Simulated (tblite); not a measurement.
# C5H13OPSi2: the cost of one run

The runs use tblite 0.8.0 and PySCF 2.14.0, with density-fitted response routines of our own; the level of theory stands in each step. All values are computed, except where a source is named. Atoms are numbered from 0 throughout.

## (1) The starting structure

22 atoms, charge 0, multiplicity 1; geometry from: force field or distance geometry start.

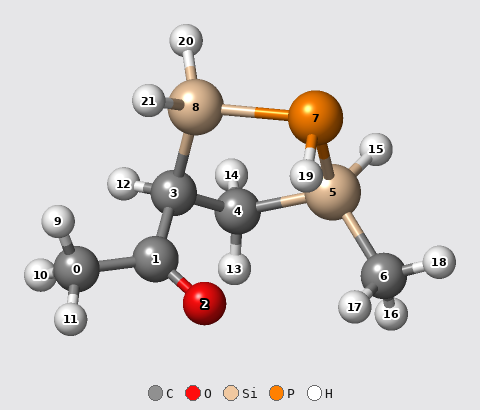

As it starts; carbon grey, oxygen red, silicon light orange, phosphorus orange, hydrogen white, atoms numbered.

## (2) Geometry optimisation with GFN2-xTB

The job: settings as JSON, then the geometry in Å.

```
{"job": {"kind": "relax", "xc": "GFN2-xTB", "basis": "xTB"}, "charge": 0, "multiplicity": 1}
C     -2.917200    -0.824600     0.237100
C     -1.425100    -0.708000     0.200000
O     -0.720200    -1.335800     1.021600
C     -0.806300     0.211000    -0.853900
C      0.563100    -0.320400    -1.330400
Si     2.013400     0.270400    -0.289200
C      2.692200    -1.003600     0.849900
P      1.259200     2.024100     0.897900
Si    -0.650000     1.980800    -0.253800
H     -3.373600     0.150200     0.463900
H     -3.287300    -1.191700    -0.728200
H     -3.230500    -1.533200     1.016800
H     -1.493400     0.174100    -1.694500
H      0.572300    -1.413800    -1.405100
H      0.735600     0.062500    -2.354000
H      3.073600     0.779000    -1.181200
H      3.034400    -1.883600     0.303400
H      1.942600    -1.349800     1.577500
H      3.546100    -0.620800     1.425600
H      0.788900     1.269000     2.002100
H     -0.522800     2.894500    -1.418300
H     -1.805600     2.388900     0.592200
```

On the command line:

```console
OMP_NUM_THREADS=1 python probes_run.py task.json out
```

The driver reads the jobs from task.json and runs them one after another.

Q: Estimate the wall time of this first job on 1 thread of Intel Xeon at 2.50GHz, shared host.

About 4.2 s.
